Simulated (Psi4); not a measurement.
**HNO3 (peroxynitrous acid): CCSD(T)/6-311+G(d,p)**

Aim: the energy change on altering one bond length of HNO3 (peroxynitrous acid) at CCSD(T)/6-311+G**, from 2 runs. 

Program for the calculation: Psi4 1.11.

2 further runs of the same task are left out: 2 that didn't finish.

### Step 1. The structure to begin with

HNO3: 5 atoms, total charge 0, spin state singlet. As SMILES, `O=NOO`. The shape is that of a PBE0-D4/def2-TZVP optimisation. This is one conformer, not always the lowest.

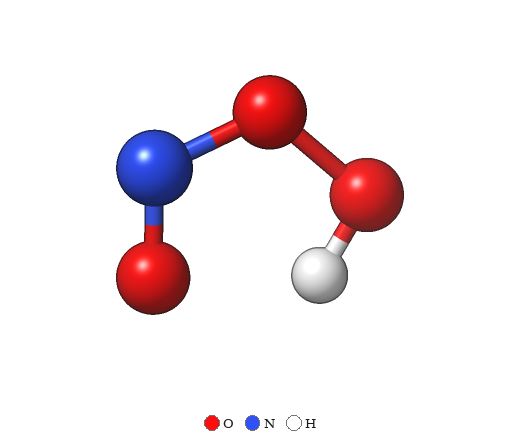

The structure, seen from a chosen angle (oxygen red, nitrogen blue, hydrogen white).

### Step 2. The energy at CCSD(T)/6-311+G(d,p)

hno3.xyz

```xyz
5
HNO3
O      0.136350    -0.835310     0.979060
N     -0.871770    -0.628300     0.400790
O     -0.775090     0.288530    -0.589000
O      0.508600     0.826880    -0.747550
H      1.001920     0.348200    -0.043280
```

job.py

```python
import psi4

psi4.set_memory('2200 MB')
psi4.set_num_threads(1)
psi4.core.set_output_file('hno3.out', False)

with open('hno3.xyz') as f:
    atoms = ''.join(f.readlines()[2:])
molecule = psi4.geometry('0 1\n' + atoms + 'symmetry c1')

psi4.set_options({
    'basis': '6-311+G**',
    'puream': True,
    'e_convergence': 1e-09,
    'd_convergence': 1e-08,
    'scf_type': 'pk',
    'num_frozen_docc': 4,
})

e_tot, wfn = psi4.energy("ccsd(t)", molecule=molecule, return_wfn=True)
print(f'ccsd(t) energy: {e_tot:.10f} Eh')
```

Started as:

```console
$ python job.py
```

hno3.out, cut to the lines that bear on the results:

```text
[...]
  Running in c1 symmetry.
[...]
  Nuclear repulsion =  124.505206358298807
[...]
  Multiplicity = 1
[...]
  Nalpha       = 16
  Nbeta        = 16
[...]
    Number of basis functions: 94
[...]
   @RHF iter   1:  -279.35414820258046   -6.85189e-01   5.62666e-03 DIIS/ADIIS
[...]
   @RHF iter  14:  -279.47510121950990   -5.74119e-12   6.51302e-09 DIIS
[...]
    Orbital Energies [Eh]
    ---------------------
    Doubly Occupied:
       1A    -20.724089     2A    -20.687759     3A    -20.672088
       4A    -15.826003     5A     -1.674182     6A     -1.527677
       7A     -1.308367     8A     -0.964704     9A     -0.849808
      10A     -0.772471    11A     -0.756584    12A     -0.642818
      13A     -0.628012    14A     -0.627716    15A     -0.507899
      16A     -0.500257
[...]
  @RHF Final Energy:  -279.47510121950990
   => Energetics <=
    Nuclear Repulsion Energy =            124.5052063582988069
    One-Electron Energy =                -630.6197491725906730
    Two-Electron Energy =                 226.6394415947819709
    Total Energy =                       -279.4751012195099520
[...]
 Multipole Moments:
 ------------------------------------------------------------------------------------
     Multipole            Electronic (a.u.)      Nuclear  (a.u.)        Total (a.u.)
 ------------------------------------------------------------------------------------
 L = 1.  Multiply by 2.5417464519 to convert [e a0] to [Debye]
 Dipole X            :         -0.8546069            1.1412181            0.2866112
 Dipole Y            :         -0.5696693            0.3893579           -0.1803115
 Dipole Z            :          0.3412740           -0.0412057            0.3000683
 Magnitude           :                                                    0.4524369
[...]
      * MP2 total energy                      = -280.264525289419453
[...]
      * CCSD total energy                     = -280.266418429801718
[...]
      * CCSD(T) total energy                  = -280.302803063185024
```

Standard output:

```text
ccsd(t) energy: -280.3028030632 Eh
```

It took 32 s on 1 thread of Intel Xeon 6975P-C (Granite Rapids), shared host; peak memory 0.75 GiB.

### Step 3. The distorted shape

run.py

```python
import numpy as np
from ase.calculators.psi4 import Psi4
from ase import Atoms

mol = Atoms(['O', 'N', 'O', 'O', 'H'], positions=[
    [-0.505486, -1.104481, 1.058334],
    [-1.513606, -0.897471, 0.480064],
    [-1.416926, 0.019359, -0.509726],
    [0.508600, 0.826880, -0.747550],
    [1.001920, 0.348200, -0.043280],
])
calc = Psi4(atoms=mol, method='ccsd(t)', basis='6-311+G**', memory='2200MB', num_threads=1, charge=0, multiplicity=1, label='calc', reference='rhf')
calc.psi4.set_options({'puream': True, 'e_convergence': 1e-09, 'd_convergence': 1e-08, 'scf_type': 'pk', 'num_frozen_docc': 4})
mol.calc = calc

print(f'energy: {mol.get_potential_energy():.6f} eV')
```

Started as:

```console
$ python run.py
```

calc.dat, cut to the lines that bear on the results:

```text
[...]
  Running in c1 symmetry.
[...]
  Nuclear repulsion =  110.174092803880072
[...]
  Multiplicity = 1
[...]
  Nalpha       = 16
  Nbeta        = 16
[...]
    Number of basis functions: 94
[...]
   @RHF iter   1:  -278.78952460432055   -8.89608e-01   1.04692e-02 ADIIS/DIIS
[...]
   @RHF iter  19:  -279.36134187973681   -8.98126e-12   8.55742e-09 DIIS
[...]
    Orbital Energies [Eh]
    ---------------------
    Doubly Occupied:
       1A    -20.722619     2A    -20.710019     3A    -20.680091
       4A    -15.828054     5A     -1.633898     6A     -1.406389
       7A     -1.358957     8A     -0.939390     9A     -0.772689
      10A     -0.745392    11A     -0.714923    12A     -0.706538
      13A     -0.603268    14A     -0.538938    15A     -0.512782
      16A     -0.460085
[...]
  @RHF Final Energy:  -279.36134187973681
   => Energetics <=
    Nuclear Repulsion Energy =            110.1740928038800718
    One-Electron Energy =                -602.4028038388962614
    Two-Electron Energy =                 212.8673691552793912
    Total Energy =                       -279.3613418797368126
[...]
 Multipole Moments:
 ------------------------------------------------------------------------------------
     Multipole            Electronic (a.u.)      Nuclear  (a.u.)        Total (a.u.)
 ------------------------------------------------------------------------------------
 L = 1.  Multiply by 2.5417464519 to convert [e a0] to [Debye]
 Dipole X            :         -0.9647605            1.5816084            0.6168479
 Dipole Y            :         -0.7090617            0.5740473           -0.1350144
 Dipole Z            :          0.4588853           -0.0955989            0.3632865
 Magnitude           :                                                    0.7284966
[...]
      * MP2 total energy                      = -280.213458435272400
[...]
      * CCSD total energy                     = -280.208313008066341
[...]
      * CCSD(T) total energy                  = -280.267171327649919
```

The script printed:

```text
energy: -7626.458189 eV
```

It took 37 s on 1 thread of Intel Xeon 6975P-C (Granite Rapids), shared host; peak memory 0.77 GiB.

### Step 4. Summary of results

Level: CCSD(T)/6-311+G**, 4 core orbitals frozen.

```
                                                         quantity          value
                                        first shape: total energy  -280.30280 Eh
                 first shape: HOMO energy (Hartree–Fock orbitals)      -13.61 eV
                 first shape: LUMO energy (Hartree–Fock orbitals)        1.70 eV
               first shape: HOMO–LUMO gap (Hartree–Fock orbitals)       15.31 eV
         first shape: correlation energy (4 core orbitals frozen)     -827.7 mEh
                                      first shape: (T) correction     -36.38 mEh
                                       first shape: T1 diagnostic          0.026
                                    distorted shape: total energy  -280.26717 Eh
             distorted shape: HOMO energy (Hartree–Fock orbitals)      -12.52 eV
             distorted shape: LUMO energy (Hartree–Fock orbitals)       -2.02 eV
           distorted shape: HOMO–LUMO gap (Hartree–Fock orbitals)       10.50 eV
     distorted shape: correlation energy (4 core orbitals frozen)     -905.8 mEh
                                  distorted shape: (T) correction     -58.86 mEh
                                   distorted shape: T1 diagnostic          0.038
energy change with the O3–O4 bond stretched from 1.401 to 2.101 Å       0.970 eV
```

**Reading.** One bond (distorted shape) is far stretched, which a spin-restricted single reference describes badly; perturbation theory on it can break down and give far too much correlation. With the O3–O4 bond stretched from 1.401 to 2.101 Å the energy rises by 0.97 eV (93.6 kJ/mol). The first shape isn't relaxed at this level, so the change isn't measured from a minimum. A restricted reference can't describe the breaking bond well at this length. The T1 diagnostic (first shape) of 0.026 is above the customary mark for such species, so a single reference may not serve. The triples (first shape) make up 4.4 % of the correlation energy. The T1 diagnostic (distorted shape) of 0.038 is above the customary mark for such species, so a single reference may not serve. The triples (distorted shape) make up 6.5 % of the correlation energy.
